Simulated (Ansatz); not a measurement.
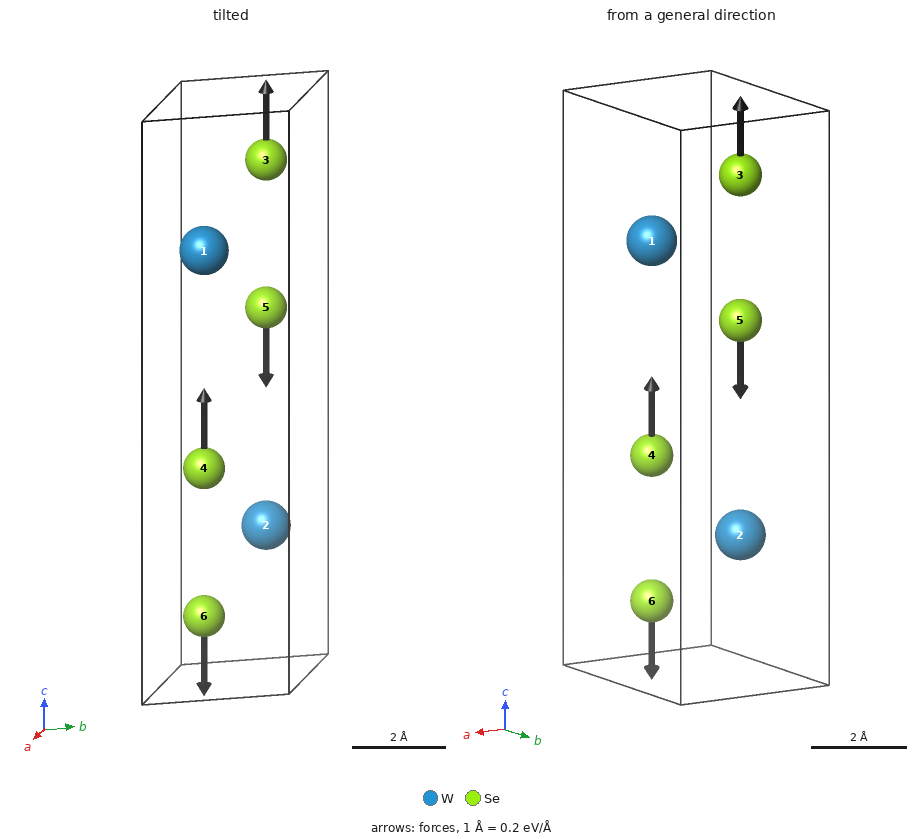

The crystal in a spheres-only representation, seen slightly off an axis and from a general direction. The lines enclose the simulation cell; boundary atoms appear with their images. The arrows are the computed forces on the atoms.

System: WSe₂. The calculation used DFT, PBE, plane waves, PAW (Ansatz 0.2.0), with wavefunction cutoff 420 eV, k-grid 12×12×2, Fermi-Dirac smearing of 0.02 eV, no spin polarisation.

Is the structure at a minimum of the energy?

No. The atoms still feel forces of up to about 0.28 eV/Å, far above a usual threshold of 0.01 to 0.03 eV/Å.

Which atom is pushed hardest?

All Se atoms, about 0.28 eV/Å.

The cell started as a structure listed in the Materials Project. Earlier steps of the study may have refined or changed the cell and positions. It was the input of a calculation with Ansatz.
